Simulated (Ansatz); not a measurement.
# Run report: Si$_{3}$N$_{3}$H$_{13}$, single-point calculation

The run: single-point calculation of Si$_{3}$N$_{3}$H$_{13}$. Method and program: RKS PBE0-D4/def2-TZVPP (Ansatz 0.2.0).

The geometry is the reactant side of a reaction. The reaction was set up to form Si1–N5 and N2–H4 and to break Si1–N2 and H4–N5 (atoms counted from 1 in the order of the input); sticks are drawn by distance alone. The geometry comes from this level: PBE0-D4/def2-TZVP.

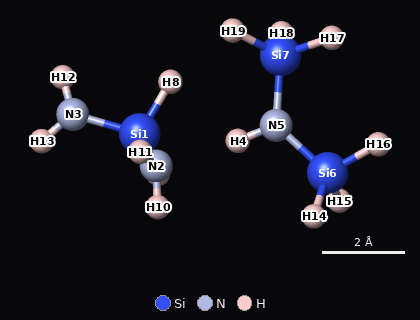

The input geometry (ball-and-stick view, seen at a tilt; atoms are numbered from 1 in the order of the input). Bond lengths as drawn: H–N 1.01 to 1.02 Å, H–Si 1.48 to 1.49 Å and N–Si 1.71 to 1.73 Å.

Key numbers

```csv
quantity,value
outcome,converged
total energy,−28305.1562 eV
mean-field energy,−28304.7782 eV
dispersion energy,−0.3780 eV
SCF solution under orbital rotations,stable
HOMO,−7.11 eV
LUMO,0.18 eV
hardware,"4 CPU threads, shared host"
wall time,4.9 s (CPU time 4.2 s)
peak memory,0.88 GiB
```

Input
```yaml
crystal:
  periodic: [false, false, false]
  atoms:
    - {symbol: Si, position_ang: [-1.053397, 1.824989, -0.636752]}
    - {symbol: N, position_ang: [0.427128, 1.707667, 0.248774]}
    - {symbol: N, position_ang: [-1.094762, 3.107807, -1.767605]}
    - {symbol: H, position_ang: [0.555793, -0.371409, 0.547658]}
    - {symbol: N, position_ang: [0.623265, -1.388980, 0.607318]}
    - {symbol: Si, position_ang: [0.680088, -2.037180, 2.197093]}
    - {symbol: Si, position_ang: [0.490639, -2.214300, -0.894724]}
    - {symbol: H, position_ang: [-1.252902, 0.608448, -1.464541]}
    - {symbol: H, position_ang: [-2.079251, 1.899934, 0.439190]}
    - {symbol: H, position_ang: [0.462673, 2.106356, 1.174219]}
    - {symbol: H, position_ang: [1.301165, 1.859372, -0.233490]}
    - {symbol: H, position_ang: [-1.458154, 2.959534, -2.693748]}
    - {symbol: H, position_ang: [-1.119635, 4.078289, -1.503436]}
    - {symbol: H, position_ang: [1.706699, -1.332372, 3.015257]}
    - {symbol: H, position_ang: [-0.611549, -1.919068, 2.934317]}
    - {symbol: H, position_ang: [1.026044, -3.479012, 2.098344]}
    - {symbol: H, position_ang: [1.083169, -3.569557, -0.746161]}
    - {symbol: H, position_ang: [-0.911569, -2.382571, -1.374711]}
    - {symbol: H, position_ang: [1.224456, -1.458048, -1.947002]}
basis:
  gaussian: {orbitals: def2-TZVPP}
hamiltonian: {xc: pbe0, dispersion: d4}
output: {orbitals: {seedname: orbitals}}
```

Launch command:
```bash
ansatz run in.yaml --threads 4 --pin off --events-out ev --progress --plain --max-ram 66560MiB --backend cuda --devices 0, --max-vram 37GiB
```

The program's output
```
Functional definition: PBE0
  name "PBE0"
  cite "Adamo & Barone, J. Chem. Phys. 110, 6158 (1999) doi:10.1063/1.478522"
  cite "Perdew, Burke & Ernzerhof, Phys. Rev. Lett. 77, 3865 (1996) doi:10.1103/PhysRevLett.77.3865"
  parent pbe
  parameter a = 0.25
  parameter kappa = 0.804
  parameter beta = 0.06672455060314922
  exchange = (1 - a)*pbe_x(kappa = kappa, mu = beta*pi^2/3) + a*exact_x
  correlation = pbe_c(beta = beta)
2105 factors; their error is unknown
mean field evaluation 1: about -28288.4640 eV, gradient 9.5e1 eV
mean field evaluation 2: about -28266.5413 eV, gradient 1.3e2 eV
mean field evaluation 4: about -28304.5956 eV, gradient 7.9e0 eV
mean field evaluation 8: about -28304.7204 eV, gradient 5.6e-2 eV
mean field evaluation 16: about -28304.7782 eV, gradient 3.8e-5 eV
mean field -28304.77815193 eV, -1040.1814114157 hartree, gradient 3.8e-5 eV, S^2 0.000000; 0 other end points of the search recorded, 0 dependent functions left out
reference -28304.77819844 eV, -1040.1814131248 hartree; 38, 38 occupied and 363, 363 virtual orbitals, 2105 factors
Total energy: -28305.15622756 eV, -1040.1953054390 hartree
```

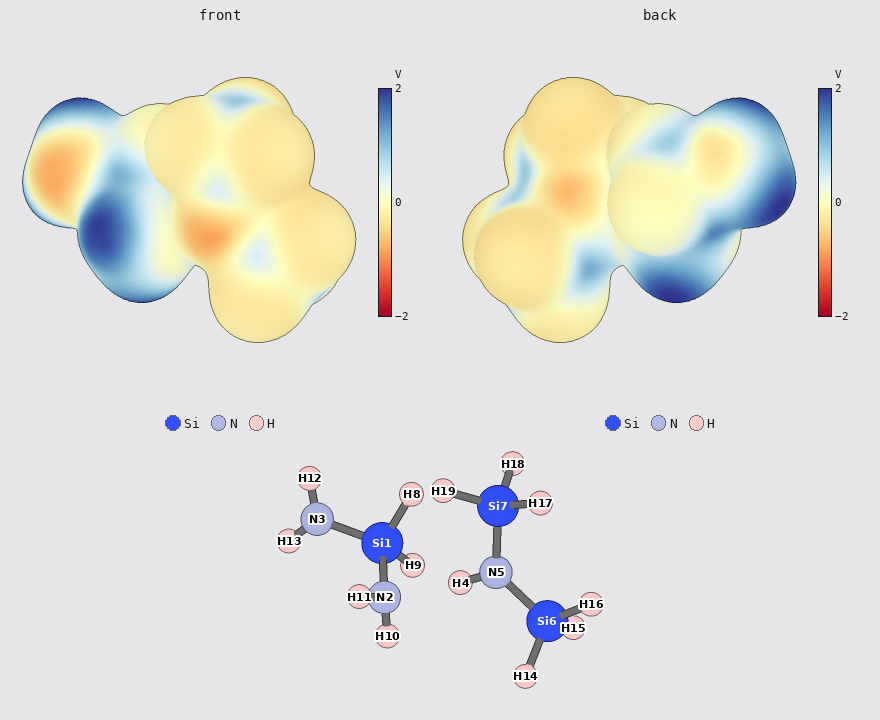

The molecular electrostatic potential painted on the density surface at 0.002 e/bohr³, seen at a tilt and from behind; red is negative and blue positive. The bare structure is drawn below in the same view.

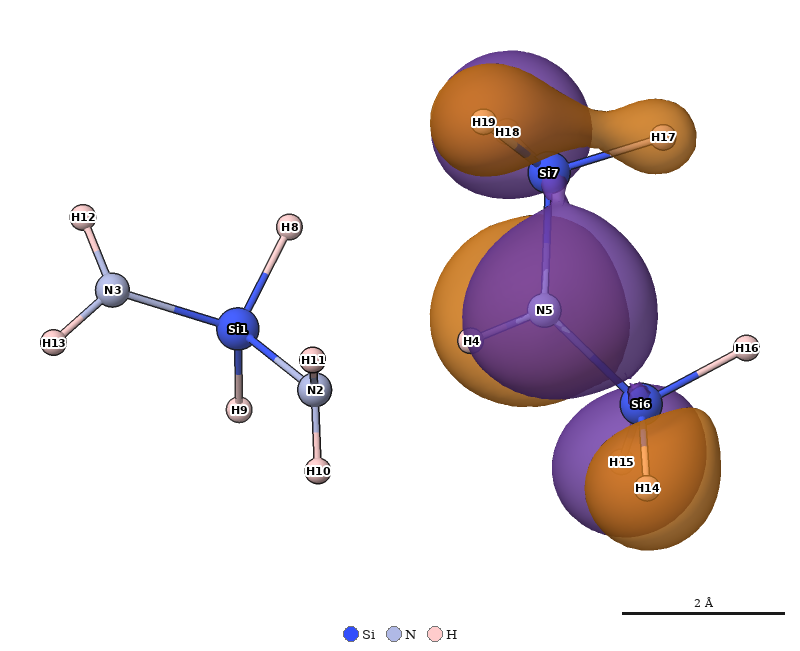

One frontier orbital at ±0.08 Å⁻³ᐟ² (orange and purple are the two phases), seen face on. The HOMO, at −7.11 eV. By Hirshfeld shares it lies mainly on N5 (50 %), Si7 (10 %), Si6 (10 %) and H18 (10 %).

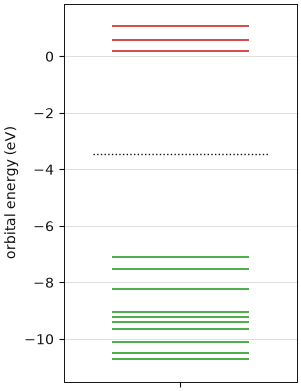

Orbital energies near the frontier; the dotted line parts filled from empty levels, and levels within 0.02 eV of each other stand side by side. Highest filled −7.11 eV, lowest empty 0.18 eV, 7.29 eV apart.
